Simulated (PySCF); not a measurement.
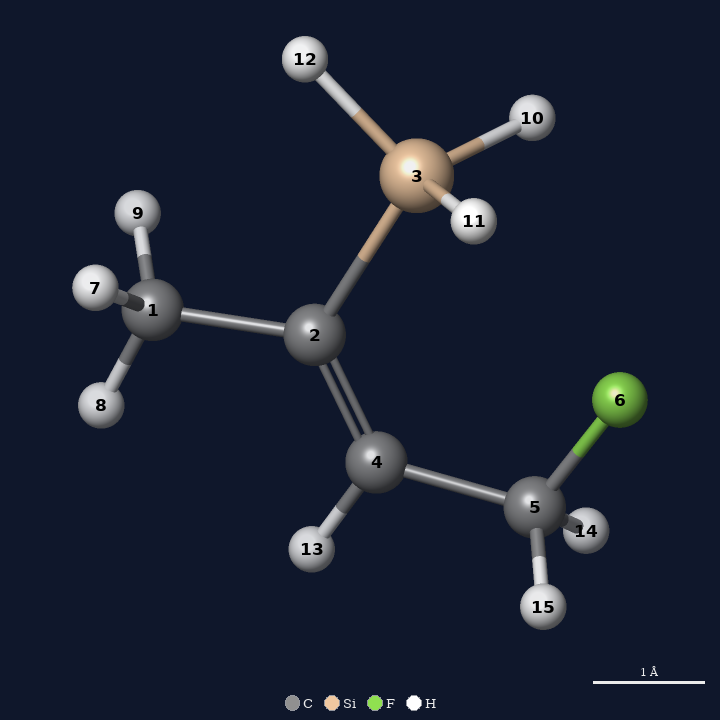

Numbered structure. The geometry was computed by an optimisation with GFN2-xTB. No frequency run is at hand to confirm it as a minimum.

How are the neighbours of atom 3 arranged?

Si3 has 4 neighbours (C2 at 1.90, H10 at 1.46, H11 at 1.46, H12 at 1.47 Å); the arrangement is tetrahedral.

How are the neighbours of atom 5 arranged?

C5 has 4 neighbours (C4 at 1.49, F6 at 1.37, H14 at 1.10, H15 at 1.10 Å); the arrangement is tetrahedral.

How are the neighbours of atom 1 arranged?

C1 has 4 neighbours (C2 at 1.50, H7 at 1.09, H8 at 1.09, H9 at 1.09 Å); the arrangement is tetrahedral.

Describe the coordination of atom 2.

C2 has 3 neighbours (C1 at 1.50, Si3 at 1.90, C4 at 1.33 Å); the arrangement is trigonal planar.

What is the dihedral angle C1–C2–C4–C5?

180° in size, that is anti.
